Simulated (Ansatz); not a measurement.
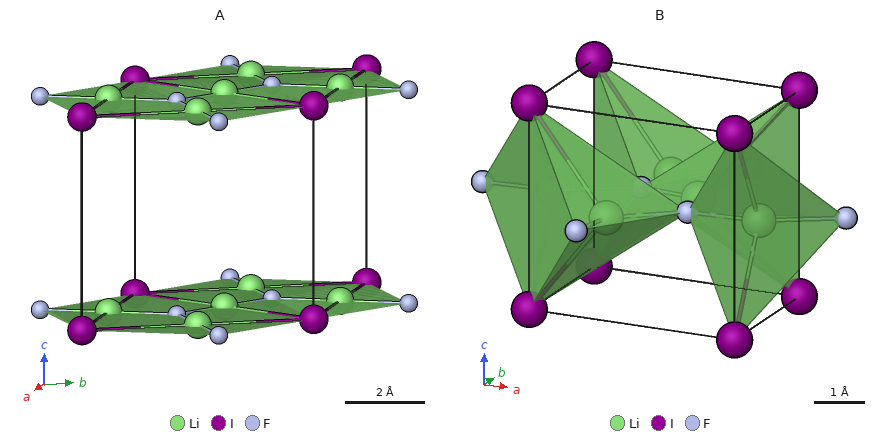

Two structures of Li3IF2, each relaxed to rest (conventional cells in solid outline, small ones repeated, not to one scale). Method: DFT PBE, scalar-relativistic, plane waves, PAW (Ansatz), without spin polarisation.

> Which structures are these?

A: 6 atoms a cell on a primitive hexagonal lattice, P6/mmm. B: 6 atoms a cell on a primitive hexagonal lattice, P-62m.

> Compare their energies: which is lower?

B is lower, by 55 meV/atom at this level of theory (energies at zero smearing). Volumes: A 30.3, B 19.7 Å³/atom.

One or both may be structure types tried for this composition rather than known phases.
